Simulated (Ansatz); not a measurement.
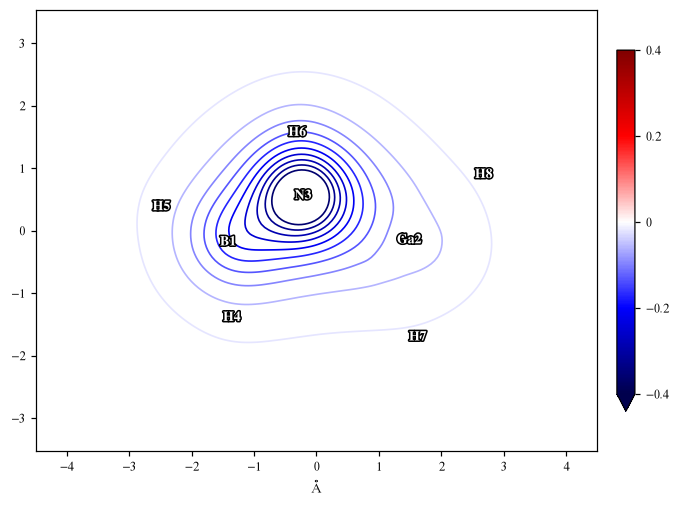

Figure 1: BGaH5N. The HOMO−1 on a plane 0.8 Å above the molecular plane (values in Å⁻³ᐟ²; the overall sign is arbitrary).

Geometry: B3LYP-D3(BJ)/def2-SVP.

Theory: isolated molecule in a Gaussian basis; Kohn-Sham density functional theory, functional PBE0 (Ansatz).

```xyz
8

B    -0.0822   -2.2666    2.0581
Ga   -1.6118   -0.7031    0.1229
N    -0.9739   -2.2371    0.9713
H     0.3306   -1.2226    2.5108
H     0.2672   -3.3236    2.5342
H    -1.2968   -3.1370    0.6205
H    -1.1012    0.6615    0.6799
H    -2.6007   -0.9420   -1.0693
```

Describe this orbital and give its energy.

It lies mainly on N3 (about 65 %), B1 (about 20 %) and Ga2 (about 10 %); it changes sign across the molecular plane (π type). Its energy is −8.70 eV.
